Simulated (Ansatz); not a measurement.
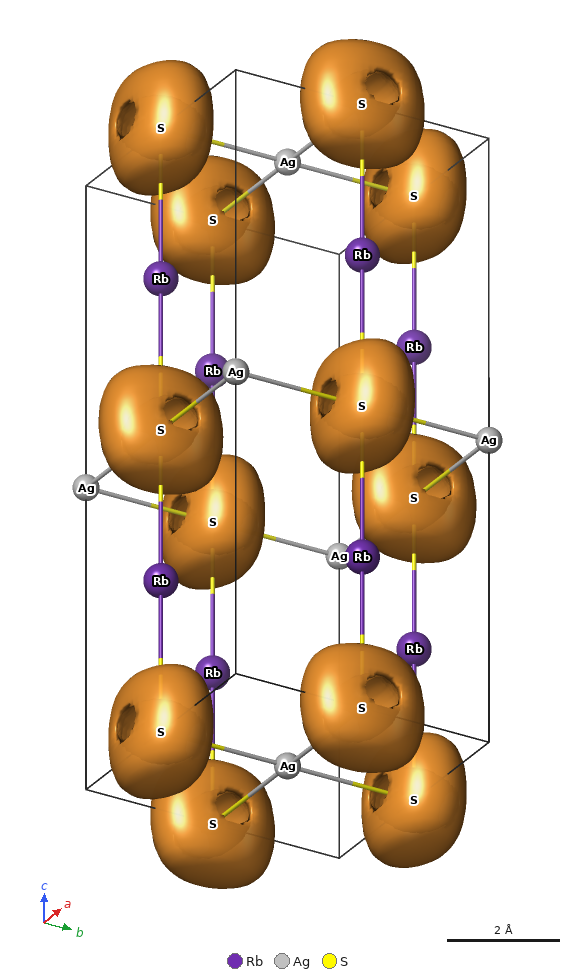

Rb₂AgS₂. Isosurface of the electron localisation function at 0.8 (orange), seen at an oblique angle. Core shells and regions of very low density are left out. Sticks mark near contacts.

Space group I4/mmm; a structure generated by program, which may or may not match a known phase; computed without spin polarisation.

Level of theory: Ansatz, DFT PBE, scalar-relativistic, plane waves, PAW.

What do the ELF domains correspond to?

Answer. The ELF exceeds this value in four regions wrapped around S (the valence shell of each), counted in one cell of 10 atoms. Any copies at cell faces, edges or corners count once.

Values along the shortest contacts:
Ag–S (2.65 Å): the ELF peaks at about 0.80 in the valence shell of S, 0.8 Å from its nucleus, and drops to about 0.15 between the two atoms. Rb–S (3.06 Å): the ELF peaks at about 0.90 in the valence shell of S, 0.8 Å from its nucleus, and drops to about 0.10 between the two atoms: no localised pair shows between them.
